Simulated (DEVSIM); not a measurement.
Device: abrupt InP n-p junction, at 300 K.

```
layer (left to right)  material  thickness (μm)  Nd (cm⁻³)  Na (cm⁻³)  τn (s)  τp (s)
---------------------  --------  --------------  ---------  ---------  ------  ------
1                           InP           0.240     2.2e15          -  2.2e-8  2.2e-8
2                           InP            2.40          -     3.8e15  2.2e-8  2.2e-8
```

Left contact: ohmic. Right contact: ohmic. Voltage is applied to the left contact. Recombination: SRH at mid-gap, radiative, Auger. Mobility is μmin + (μ − μmin)/(1 + (N/Nref)^α).

The device is made up for the run: typed textbook-type constants, with dimensions and the other settings drawn at random. Values at 300 K.

| parameter | InP |
|---|---|
| gap (eV) | 1.344 |
| affinity (eV) | 4.38 |
| permittivity | 12.5 |
| Nc (cm⁻³) | 5.7e17 |
| Nv (cm⁻³) | 1.1e19 |
| μn (cm²/Vs) | 5200 |
| μp (cm²/Vs) | 170 |
| μn,min | 400 |
| μp,min | 10 |
| Nref,n | 3e17 |
| Nref,p | 4.9e17 |
| αn | 0.47 |
| αp | 0.62 |
| B (cm³/s) | 1.2e-10 |
| Cn (cm⁶/s) | 9e-31 |
| Cp (cm⁶/s) | 9e-31 |

Model (solved in DEVSIM): 1D drift-diffusion, Boltzmann statistics, complete ionisation; no tunnelling, impact ionisation, image-force lowering or self-heating.

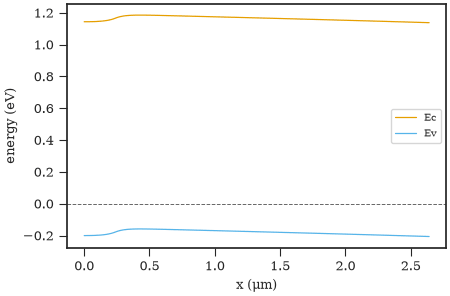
Figure. Band edges at -1.0 V on the left contact

Energies count from the Fermi level of the right contact; mesh points crowd at the junctions.

```json
[
 {"x (μm)": "0.000", "Ec (eV)": "1.144", "Ev (eV)": "-0.200", "n (cm⁻³)": "2.2e15", "p (cm⁻³)": "< 1e2", "field (V/cm)": "89"},
 {"x (μm)": "0.01591", "Ec (eV)": "1.144", "Ev (eV)": "-0.200", "n (cm⁻³)": "2.2e15", "p (cm⁻³)": "5.1e13", "field (V/cm)": "97"},
 {"x (μm)": "0.04017", "Ec (eV)": "1.144", "Ev (eV)": "-0.200", "n (cm⁻³)": "2.2e15", "p (cm⁻³)": "1.3e14", "field (V/cm)": "140"},
 {"x (μm)": "0.07717", "Ec (eV)": "1.145", "Ev (eV)": "-0.199", "n (cm⁻³)": "2.1e15", "p (cm⁻³)": "2.5e14", "field (V/cm)": "290"},
 {"x (μm)": "0.1466", "Ec (eV)": "1.149", "Ev (eV)": "-0.195", "n (cm⁻³)": "1.8e15", "p (cm⁻³)": "5.4e14", "field (V/cm)": "930"},
 {"x (μm)": "0.1892", "Ec (eV)": "1.154", "Ev (eV)": "-0.190", "n (cm⁻³)": "1.4e15", "p (cm⁻³)": "8.1e14", "field (V/cm)": "1700"},
 {"x (μm)": "0.2171", "Ec (eV)": "1.160", "Ev (eV)": "-0.184", "n (cm⁻³)": "1.1e15", "p (cm⁻³)": "1.1e15", "field (V/cm)": "2500"},
 {"x (μm)": "0.2397", "Ec (eV)": "1.166", "Ev (eV)": "-0.178", "n (cm⁻³)": "8.7e14", "p (cm⁻³)": "1.5e15", "field (V/cm)": "3300"},
 {"x (μm)": "0.2551", "Ec (eV)": "1.171", "Ev (eV)": "-0.173", "n (cm⁻³)": "7.2e14", "p (cm⁻³)": "1.9e15", "field (V/cm)": "2600"},
 {"x (μm)": "0.2795", "Ec (eV)": "1.176", "Ev (eV)": "-0.168", "n (cm⁻³)": "5.8e14", "p (cm⁻³)": "2.4e15", "field (V/cm)": "1800"},
 {"x (μm)": "0.3231", "Ec (eV)": "1.182", "Ev (eV)": "-0.162", "n (cm⁻³)": "4.5e14", "p (cm⁻³)": "3.1e15", "field (V/cm)": "870"},
 {"x (μm)": "0.4279", "Ec (eV)": "1.185", "Ev (eV)": "-0.158", "n (cm⁻³)": "3.6e14", "p (cm⁻³)": "3.9e15", "field (V/cm)": "≈ 0"},
 {"x (μm)": "0.5727", "Ec (eV)": "1.184", "Ev (eV)": "-0.160", "n (cm⁻³)": "3.4e14", "p (cm⁻³)": "4.1e15", "field (V/cm)": "-190"},
 {"x (μm)": "0.8162", "Ec (eV)": "1.179", "Ev (eV)": "-0.165", "n (cm⁻³)": "3.2e14", "p (cm⁻³)": "4.1e15", "field (V/cm)": "-210"},
 {"x (μm)": "1.401", "Ec (eV)": "1.166", "Ev (eV)": "-0.178", "n (cm⁻³)": "2.6e14", "p (cm⁻³)": "4.1e15", "field (V/cm)": "-220"},
 {"x (μm)": "1.907", "Ec (eV)": "1.155", "Ev (eV)": "-0.189", "n (cm⁻³)": "1.8e14", "p (cm⁻³)": "4.0e15", "field (V/cm)": "-230"},
 {"x (μm)": "2.214", "Ec (eV)": "1.148", "Ev (eV)": "-0.196", "n (cm⁻³)": "1.2e14", "p (cm⁻³)": "3.9e15", "field (V/cm)": "-230"},
 {"x (μm)": "2.397", "Ec (eV)": "1.144", "Ev (eV)": "-0.200", "n (cm⁻³)": "7.4e13", "p (cm⁻³)": "3.9e15", "field (V/cm)": "-240"},
 {"x (μm)": "2.529", "Ec (eV)": "1.141", "Ev (eV)": "-0.203", "n (cm⁻³)": "3.6e13", "p (cm⁻³)": "3.8e15", "field (V/cm)": "-240"},
 {"x (μm)": "2.584", "Ec (eV)": "1.139", "Ev (eV)": "-0.205", "n (cm⁻³)": "1.8e13", "p (cm⁻³)": "3.8e15", "field (V/cm)": "-240"},
 {"x (μm)": "2.616", "Ec (eV)": "1.139", "Ev (eV)": "-0.205", "n (cm⁻³)": "7.8e12", "p (cm⁻³)": "3.8e15", "field (V/cm)": "-240"},
 {"x (μm)": "2.640", "Ec (eV)": "1.138", "Ev (eV)": "-0.206", "n (cm⁻³)": "< 1e2", "p (cm⁻³)": "3.8e15", "field (V/cm)": "-240"}
]
```
